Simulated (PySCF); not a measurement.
**CH2BN (SMILES BC#N) at 5 levels**

We compute a comparison of 5 runs (HF/3-21G, HF/def2-SVP, BLYP/3-21G, B3LYP/6-31G*, CCSD(T)/def2-TZVP) of CH2BN. The job is set up through a Python script.

The calculation is run with PySCF 2.14.0.

### Step 1. The system as given

CH2BN has 5 atoms, charge 0, and is taken as a singlet. As SMILES, `BC#N`. The coordinates come from a PBE0-D4/def2-TZVP relaxation.

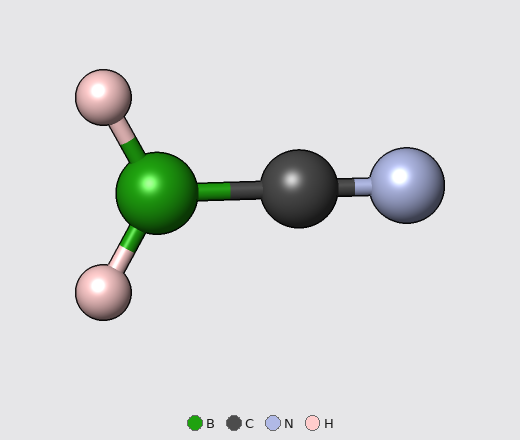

Viewed from a chosen angle; boron green, carbon dark grey, nitrogen light blue, hydrogen pink.

### Step 2. Energy and gradient at HF/3-21G (run 1)

run.py reads:

```python
import pyscf.grad
from pyscf import gto, scf

mol = gto.M(
    atom='''
B     -0.219200     0.441300    -0.341900
C      0.352700    -0.696700     0.490700
N      0.786500    -1.559600     1.122200
H     -0.744300     0.187400    -1.377600
H     -0.125900     1.554000     0.065300
''',
    verbose=3,
    basis='3-21g',
    max_memory=1860,
    spin=0,
)

mf = scf.RHF(mol)
mf.conv_tol = 1e-10
mf.kernel()
if not mf.converged:
    mf = mf.newton().run(mf.mo_coeff, mf.mo_occ)

e_tot = mf.e_tot
print('E(%s) = %.9f' % ('HF', e_tot))
grad = mf.Gradients().kernel()
mf.analyze()
```

Started as:

```bash
$ OMP_NUM_THREADS=1 python run.py
```

Standard output:

```text
converged SCF energy = -117.480354914258
E(HF) = -117.480354914
--------------- RHF gradients ---------------
         x                y                z
0 B     0.0029735634    -0.0058211277     0.0043261996
1 C    -0.0122199234     0.0242719586    -0.0177838342
2 N     0.0100498144    -0.0199769758     0.0146282767
3 H    -0.0015711083    -0.0018078814    -0.0033110422
4 H     0.0007676539     0.0033340262     0.0021404000
----------------------------------------------
**** MO energy ****
MO #1   energy= -15.5318818409476  occ= 2
MO #2   energy= -11.2134327447534  occ= 2
MO #3   energy= -7.62828927831679  occ= 2
MO #4   energy= -1.25684843593891  occ= 2
MO #5   energy= -0.823833220934898 occ= 2
MO #6   energy= -0.62083092397708  occ= 2
MO #7   energy= -0.567892256909965 occ= 2
MO #8   energy= -0.555890650676865 occ= 2
MO #9   energy= -0.493643531472054 occ= 2
MO #10  energy= -0.470258866312815 occ= 2
MO #11  energy= 0.0267392338061785 occ= 0
MO #12  energy= 0.184918496041994  occ= 0
MO #13  energy= 0.280888268784683  occ= 0
MO #14  energy= 0.287060075180283  occ= 0
MO #15  energy= 0.334886853420852  occ= 0
MO #16  energy= 0.436416846809219  occ= 0
MO #17  energy= 0.480651482381018  occ= 0
MO #18  energy= 0.563109036954173  occ= 0
MO #19  energy= 0.643909062836717  occ= 0
MO #20  energy= 0.670865863355625  occ= 0
MO #21  energy= 1.01601715950772   occ= 0
MO #22  energy= 1.08568710927337   occ= 0
MO #23  energy= 1.10683356754915   occ= 0
MO #24  energy= 1.17071399857982   occ= 0
MO #25  energy= 1.34739540340271   occ= 0
MO #26  energy= 1.42082369018735   occ= 0
MO #27  energy= 1.47954805492424   occ= 0
MO #28  energy= 1.50005138710251   occ= 0
MO #29  energy= 1.51556970172346   occ= 0
MO #30  energy= 1.86881224902943   occ= 0
MO #31  energy= 3.04150679363025   occ= 0
 ** Mulliken atomic charges  **
charge of    0B =      0.10527
charge of    1C =     -0.02041
charge of    2N =     -0.11569
charge of    3H =      0.01541
charge of    4H =      0.01542
Dipole moment(X, Y, Z, Debye): -1.02708,  2.04378, -1.49534
```

It took 2.3 s on 1 thread of Intel Xeon at 2.50GHz (Skylake/Cascade Lake), shared host; peak memory 0.12 GiB.

### Step 3. Energy and forces at HF/def2-SVP (run 2)

run.py reads:

```python
# BC#N
import pyscf.grad
from pyscf import gto

molecule = gto.M(
    atom='''
B     -0.414228     0.833936    -0.646097
C      0.666506    -1.316572     0.927289
N      1.486270    -2.947217     2.120651
H     -1.406523     0.354135    -2.603287
H     -0.237917     2.936634     0.123399
''',
    unit='bohr',
    spin=0,
    basis='def2-svp',
    verbose=3,
    charge=0,
    max_memory=1860,
)

mf = molecule.RHF()
mf.conv_tol = 1e-10
mf.kernel()
if not mf.converged:
    mf = mf.newton().run(mf.mo_coeff, mf.mo_occ)

e_final = mf.e_tot
print('E = %.10f Eh' % e_final)
grad = mf.Gradients().kernel()
mf.analyze()
```

Started as:

```bash
$ OMP_NUM_THREADS=1 python run.py
```

Standard output:

```text
converged SCF energy = -118.048850111065
E = -118.0488501111 Eh
--------------- RHF gradients ---------------
         x                y                z
0 B     0.0062394296    -0.0123200416     0.0090829434
1 C    -0.0236616146     0.0470391355    -0.0344420443
2 N     0.0167828939    -0.0333727421     0.0244307043
3 H     0.0006341528     0.0000361528     0.0012010219
4 H     0.0000051383    -0.0013825046    -0.0002726253
----------------------------------------------
**** MO energy ****
MO #1   energy= -15.6006603684734  occ= 2
MO #2   energy= -11.2714226406972  occ= 2
MO #3   energy= -7.67566544311869  occ= 2
MO #4   energy= -1.22212423102382  occ= 2
MO #5   energy= -0.822888948342888 occ= 2
MO #6   energy= -0.622321098591656 occ= 2
MO #7   energy= -0.568620969722456 occ= 2
MO #8   energy= -0.565147671765803 occ= 2
MO #9   energy= -0.494701760205423 occ= 2
MO #10  energy= -0.474877684949752 occ= 2
MO #11  energy= 0.018331207842774  occ= 0
MO #12  energy= 0.169957154930707  occ= 0
MO #13  energy= 0.208542988057821  occ= 0
MO #14  energy= 0.242827491835236  occ= 0
MO #15  energy= 0.25160245383293   occ= 0
MO #16  energy= 0.301577160053053  occ= 0
MO #17  energy= 0.369631039231521  occ= 0
MO #18  energy= 0.39211402361234   occ= 0
MO #19  energy= 0.399676404500182  occ= 0
MO #20  energy= 0.479444449992421  occ= 0
MO #21  energy= 0.730004762523832  occ= 0
MO #22  energy= 0.742713458048474  occ= 0
MO #23  energy= 0.811128244718918  occ= 0
MO #24  energy= 0.841187296545227  occ= 0
MO #25  energy= 0.870565215123284  occ= 0
MO #26  energy= 0.888287684486503  occ= 0
MO #27  energy= 0.889273073571932  occ= 0
MO #28  energy= 1.10177696554244   occ= 0
MO #29  energy= 1.10561811148876   occ= 0
MO #30  energy= 1.14445711267515   occ= 0
MO #31  energy= 1.23907494016688   occ= 0
MO #32  energy= 1.27335350302266   occ= 0
MO #33  energy= 1.31180179635426   occ= 0
MO #34  energy= 1.51114263463562   occ= 0
MO #35  energy= 1.5340986847815    occ= 0
MO #36  energy= 1.77814682006597   occ= 0
MO #37  energy= 1.79984226373468   occ= 0
MO #38  energy= 1.85590684374928   occ= 0
MO #39  energy= 1.91012098948832   occ= 0
MO #40  energy= 1.92369030884232   occ= 0
MO #41  energy= 2.14056046022921   occ= 0
MO #42  energy= 2.16619827036917   occ= 0
MO #43  energy= 2.33426311572108   occ= 0
MO #44  energy= 2.36857932594587   occ= 0
MO #45  energy= 2.57943861796318   occ= 0
MO #46  energy= 2.5939207691705    occ= 0
MO #47  energy= 2.8784307780161    occ= 0
MO #48  energy= 2.88661910710929   occ= 0
MO #49  energy= 3.14374665627029   occ= 0
MO #50  energy= 3.28564006765277   occ= 0
MO #51  energy= 3.40676601526168   occ= 0
MO #52  energy= 3.80058158700857   occ= 0
 ** Mulliken atomic charges  **
charge of    0B =      0.12654
charge of    1C =      0.01857
charge of    2N =     -0.16150
charge of    3H =      0.00819
charge of    4H =      0.00820
Dipole moment(X, Y, Z, Debye): -1.10720,  2.20312, -1.61196
```

Run time: 4.2 s. Hardware: 1 thread of Intel Xeon at 2.50GHz (Skylake/Cascade Lake), shared host; peak memory 0.12 GiB.

Runs 3 to 4 aren't shown in full; the table further down has their settings and results.

### Step 4. The energy at CCSD(T)/def2-TZVP (run 5)

input.xyz reads:

```xyz
5
CH2BN
B     -0.219200     0.441300    -0.341900
C      0.352700    -0.696700     0.490700
N      0.786500    -1.559600     1.122200
H     -0.744300     0.187400    -1.377600
H     -0.125900     1.554000     0.065300
```

job.py reads:

```python
from pyscf import gto, scf, cc

system = gto.M(
    atom='input.xyz',
    basis='def2-tzvp',
    max_memory=1860,
    spin=0,
    verbose=4,
    charge=0,
)

mf = scf.RHF(system)
mf.conv_tol = 1e-10
mf.kernel()
if not mf.converged:
    mf = mf.newton().run(mf.mo_coeff, mf.mo_occ)

mycc = cc.CCSD(mf, frozen=3)
mycc.kernel()
e_t = mycc.ccsd_t()
e_tot = mycc.e_tot + e_t
print('E = %.10f Eh' % e_tot)
mf.analyze()
```

Started as:

```bash
$ OMP_NUM_THREADS=1 python job.py
```

Standard output:

```text
PySCF version 2.14.0

[INPUT] num. atoms = 5
[INPUT] num. electrons = 20
[INPUT] charge = 0
[INPUT] spin (= nelec alpha-beta = 2S) = 0
[INPUT] symmetry False subgroup None
[INPUT] Mole.unit = angstrom
[INPUT] Symbol           X                Y                Z      unit          X                Y                Z       unit  Magmom
[INPUT]  1 B     -0.219200000000   0.441300000000  -0.341900000000 AA   -0.414227966505   0.833936138771  -0.646097361989 Bohr   0.0
[INPUT]  2 C      0.352700000000  -0.696700000000   0.490700000000 AA    0.666506404134  -1.316572190984   0.927288609324 Bohr   0.0
[INPUT]  3 N      0.786500000000  -1.559600000000   1.122200000000 AA    1.486269596970  -2.947216863872   2.120650656987 Bohr   0.0
[INPUT]  4 H     -0.744300000000   0.187400000000  -1.377600000000 AA   -1.406523154514   0.354134675743  -2.603286709201 Bohr   0.0
[INPUT]  5 H     -0.125900000000   1.554000000000   0.065300000000 AA   -0.237916519083   2.936634397574   0.123399115934 Bohr   0.0

[... 78 lines left out ...]
Total Energy =                        -118.187054567302880
[... 11 lines left out ...]
MO #5   energy= -0.831077230605983 occ= 2
[... 9 lines left out ...]
MO #15  energy= 0.16786226128232   occ= 0
[... 9 lines left out ...]
MO #25  energy= 0.477031397102477  occ= 0
[... 9 lines left out ...]
MO #35  energy= 0.887817153314171  occ= 0
[... 9 lines left out ...]
MO #45  energy= 1.4183386818897    occ= 0
[... 9 lines left out ...]
MO #55  energy= 1.9611070648211    occ= 0
[... 9 lines left out ...]
MO #65  energy= 2.44681040014171   occ= 0
[... 9 lines left out ...]
MO #75  energy= 2.99903785745379   occ= 0
[... 9 lines left out ...]
MO #85  energy= 3.67234099430459   occ= 0
[... 9 lines left out ...]
MO #95  energy= 5.00601708000599   occ= 0
[... 9 lines left out ...]
MO #105 energy= 33.3441365779652   occ= 0
[... 74 lines left out ...]
pop of  2 N 3pz           0.00091
pop of  2 N 4px           0.00011
pop of  2 N 4py           0.00043
pop of  2 N 4pz           0.00025
pop of  2 N 3dxy          0.00405
pop of  2 N 3dyz          0.00626
pop of  2 N 3dz^2         0.00258
pop of  2 N 3dxz          0.00254
pop of  2 N 3dx2-y2       0.00362
pop of  2 N 4dxy          0.00007
pop of  2 N 4dyz          0.00014
pop of  2 N 4dz^2         0.00001
pop of  2 N 4dxz          0.00004
pop of  2 N 4dx2-y2       0.00004
pop of  2 N 4f-3          0.00004
pop of  2 N 4f-2          0.00034
pop of  2 N 4f-1          0.00011
pop of  2 N 4f+0          0.00016
pop of  2 N 4f+1          0.00003
pop of  2 N 4f+2          0.00021
pop of  2 N 4f+3          0.00020
pop of  3 H 1s            0.96782
pop of  3 H 2s            0.00620
pop of  3 H 3s            0.00075
pop of  3 H 2px           0.00046
pop of  3 H 2py           0.00015
pop of  3 H 2pz           0.00174
pop of  4 H 1s            0.96780
pop of  4 H 2s            0.00620
pop of  4 H 3s            0.00075
pop of  4 H 2px           0.00003
pop of  4 H 2py           0.00204
pop of  4 H 2pz           0.00027
 ** Mulliken atomic charges  **
charge of    0B =      0.10565
charge of    1C =      0.01936
charge of    2N =     -0.17080
charge of    3H =      0.02289
charge of    4H =      0.02290
Dipole moment(X, Y, Z, Debye): -1.15523,  2.29864, -1.68186
```

It took 49 s on 1 thread of Intel Xeon at 2.50GHz (Skylake/Cascade Lake), shared host; peak memory 0.72 GiB.

### Step 5. Overview of the runs

```
run                               level  integration grid      task  energy (Eh)  dipole moment (D) of the reference  HOMO energy (eV)  LUMO energy (eV)  wall time
  1                            HF/3-21G                 –  gradient  -117.480355                                2.73            -12.80              0.73      2.3 s
  2                         HF/def2-SVP                 –  gradient  -118.048850                                2.95            -12.92              0.50      4.2 s
  3                          BLYP/3-21G                 5  gradient  -118.171543                                2.14             -8.03             -3.83       11 s
  4  B3LYP/6-31G* (spherical functions)                 5  gradient  -118.872726                                2.52             -9.26             -3.25       16 s
  5                   CCSD(T)/def2-TZVP                 –    energy  -118.651523                                3.07            -12.92              0.33       49 s
```

### Step 6. What came out

| quantity | value |
| --- | --- |
| run 5: total energy | -118.65152 Eh |
| run 5: dipole moment (Hartree–Fock density) | 3.07 D |
| run 5: HOMO energy (Hartree–Fock orbitals) | -12.92 eV |
| run 5: LUMO energy (Hartree–Fock orbitals) | 0.33 eV |
| run 5: HOMO–LUMO gap (Hartree–Fock orbitals) | 13.25 eV |
| run 5: correlation energy (3 core orbitals frozen) | -464.5 mEh |
| run 5: (T) correction | -21.47 mEh |
| run 5: T1 diagnostic | 0.014 |

In words: Over runs 1, 2, 3, 4 the dipole moment (its size) runs from 2.14 D (BLYP/3-21G) to 2.95 D (HF/def2-SVP). The two ends differ in method and basis. Over runs 1, 2, 3, 4 the HOMO–LUMO gap runs from 4.20 eV (BLYP/3-21G) to 13.52 eV (HF/3-21G). Exact exchange widens orbital gaps. Totals of different functionals can't be ranked against each other. All runs together took 82 s, the longest 49 s.
